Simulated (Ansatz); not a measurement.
# C₂H₈FGaSi: taking an electron away

Aim: the vertical ionisation energy of C₂H₈FGaSi, as cation minus neutral at the neutral's geometry, on several levels, and how well −ε(HOMO) stands in for it.

The runs use Ansatz 0.2.0, Gaussian basis; unrestricted cation, the program's frozen cores in correlated methods.

The runs, in order: UKS PBE-D4/def2-TZVPP; UKS r2SCAN-D4/def2-TZVPP; UKS PBE0-D4/def2-TZVPP; UKS B3LYP-D4/def2-TZVPP; UKS wB97X-V/def2-TZVPP; UKS wB97M-V/def2-TZVPP; UKS B2PLYP/def2-TZVPP; UHF-CCSD(T)/def2-TZVPP; UHF-MP2/def2-QZVPP; extrapolation to the limit; then −ε(HOMO) from the neutral's earlier runs with LDA (SPW92), PBE-D4, revPBE-D4, BLYP-D4, r2SCAN-D4, B97M-V, PBE0-D4, B3LYP-D4, r2SCANh-D4, r2SCAN0-D4, HSE06-D4, BHLYP-D4, CAM-B3LYP-D4, LC-ωPBE, ωB97X-V, ωB97M-V.

## (1) The geometry

All runs share one geometry, relaxed beforehand with PBE0-D4 in a triple-zeta def2 set.

SMILES `C[Si](C)(F)[GaH2]`, 13 atoms, charge 0, spin multiplicity 1.

Atoms are counted from 1 here; the program's logs count them from 0.

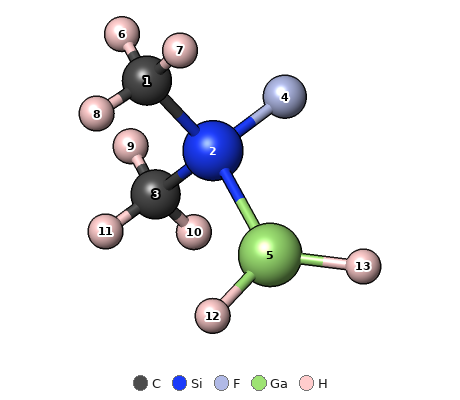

The structure; carbon dark grey, silicon blue, fluorine light blue, gallium green, hydrogen pink; atoms are numbered from 1 in the order of the file.

Coordinates:

| atom | x (Å) | y (Å) | z (Å) |
| --- | --- | --- | --- |
| C1 | -1.7379 | -0.0254 | -0.3921 |
| Si2 | 0.1218 | 0.1403 | -0.4601 |
| C3 | 0.9229 | -1.5173 | -0.1413 |
| F4 | 0.5007 | 0.5606 | -1.9756 |
| Ga5 | 0.9285 | 1.8362 | 1.0754 |
| H6 | -2.0766 | -0.7933 | -1.0939 |
| H7 | -2.2377 | 0.9113 | -0.6490 |
| H8 | -2.0601 | -0.3165 | 0.6117 |
| H9 | 0.5462 | -2.2627 | -0.8480 |
| H10 | 2.0090 | -1.4692 | -0.2480 |
| H11 | 0.6975 | -1.8641 | 0.8710 |
| H12 | 0.6787 | 1.6723 | 2.6262 |
| H13 | 1.7070 | 3.1278 | 0.6236 |

## (2) Cation, UKS PBE-D4/def2-TZVPP

in.yaml

```yaml
crystal:
  periodic: [false, false, false]
  atoms:
    - {symbol: C, position_ang: [-1.737922, -0.025385, -0.392078]}
    - {symbol: Si, position_ang: [0.121823, 0.140304, -0.460053]}
    - {symbol: C, position_ang: [0.922932, -1.517293, -0.141325]}
    - {symbol: F, position_ang: [0.500693, 0.560578, -1.975641]}
    - {symbol: Ga, position_ang: [0.928539, 1.836183, 1.075365]}
    - {symbol: H, position_ang: [-2.076566, -0.793290, -1.093867]}
    - {symbol: H, position_ang: [-2.237740, 0.911267, -0.648966]}
    - {symbol: H, position_ang: [-2.060059, -0.316457, 0.611672]}
    - {symbol: H, position_ang: [0.546212, -2.262689, -0.847951]}
    - {symbol: H, position_ang: [2.008978, -1.469152, -0.248045]}
    - {symbol: H, position_ang: [0.697495, -1.864111, 0.871022]}
    - {symbol: H, position_ang: [0.678662, 1.672268, 2.626233]}
    - {symbol: H, position_ang: [1.706962, 3.127777, 0.623634]}
basis:
  gaussian: {orbitals: def2-TZVPP}
total_charge: 1
magnetization: {spin_polarized: true, initial_magnetization: 1}
hamiltonian: {xc: pbe, dispersion: d4}
```

Command:

```console
> ansatz run in.yaml --threads 2 --pin off --events-out ev --progress --plain --max-ram 32768MiB --backend cuda --devices 0, --max-vram 18GiB
```

The runs that follow: Cation, UKS r2SCAN-D4/def2-TZVPP; Cation, UKS PBE0-D4/def2-TZVPP; Cation, UKS B3LYP-D4/def2-TZVPP; Cation, UKS wB97X-V/def2-TZVPP; Cation, UKS wB97M-V/def2-TZVPP; Cation, UKS B2PLYP (frozen core)/def2-TZVPP; Cation, UHF-CCSD(T)/def2-TZVPP; Cation, UHF-MP2/def2-QZVPP.

Before running them: what should the planned runs give, taken together? Wanted: ionisation energy, CCSD(T)/CBS; nearest functional by difference; nearest −ε(HOMO); −ε(HOMO) of PBE; T1 of the cation.

The runs gave:

| quantity | value |
| --- | --- |
| ionisation energy, CCSD(T)/CBS | 9.41 eV |
| nearest functional by difference | ωB97X-V (-0.18 eV) |
| nearest −ε(HOMO) | ωB97X-V (-0.03 eV) |
| −ε(HOMO) of PBE | 6.04 eV |
| T1 of the cation | 0.016 |

By cation minus neutral, the functionals miss by 0.58 eV at most. The PBE orbital energy is 3.4 eV too small: a semilocal HOMO is no ionisation energy. Among orbital estimates ωB97X-V comes nearest. Hartree-Fock falls 0.80 eV short, as the neutral has more correlation energy than the cation. The cation may have settled in a state other than its lowest; no search over hole states beyond the program's own was made. Correlated methods include outer-core shells of Ga, which these sets cover unevenly. With outer-core shells in play the reference is unsure by up to some tenths of an eV, so close misses can't be ranked.
